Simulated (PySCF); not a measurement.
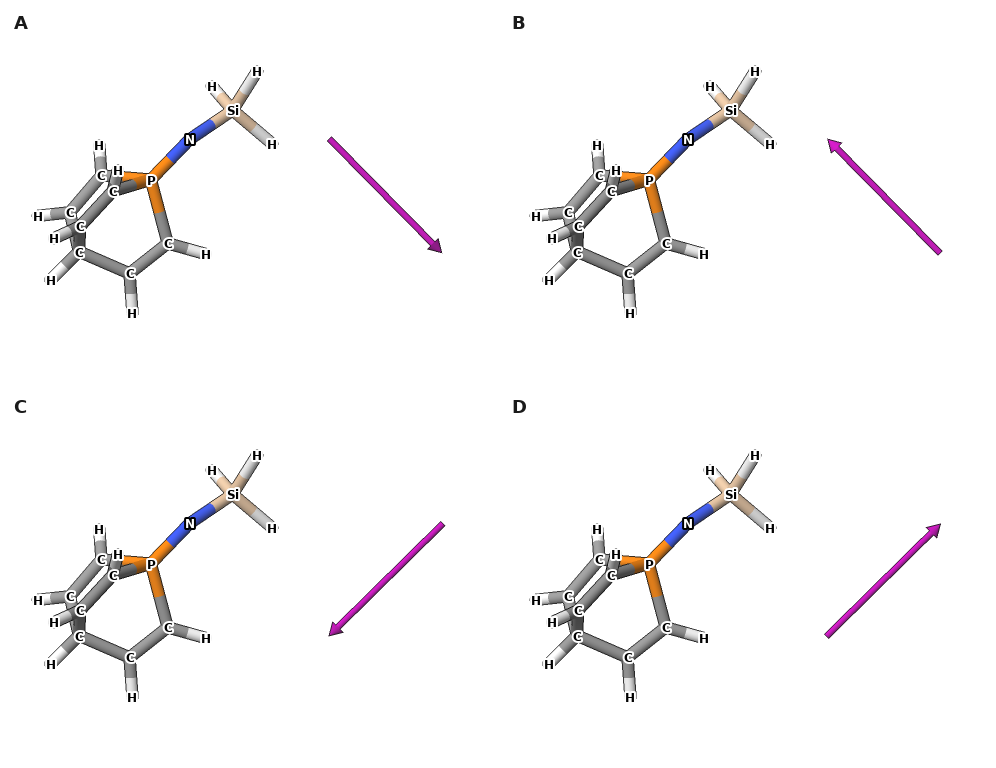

The same molecule four times, each with an arrow. Computed geometry: PBE0-D3(BJ)/def2-SVP optimisation. No frequency run is at hand to confirm it as a minimum. Method: ωB97X-D/def2-SVPD, gas phase (PySCF 2.14.0).

**Which arrow points along the dipole moment, from the negative to the positive end?**

C. The dipole moment is 5.75 D.
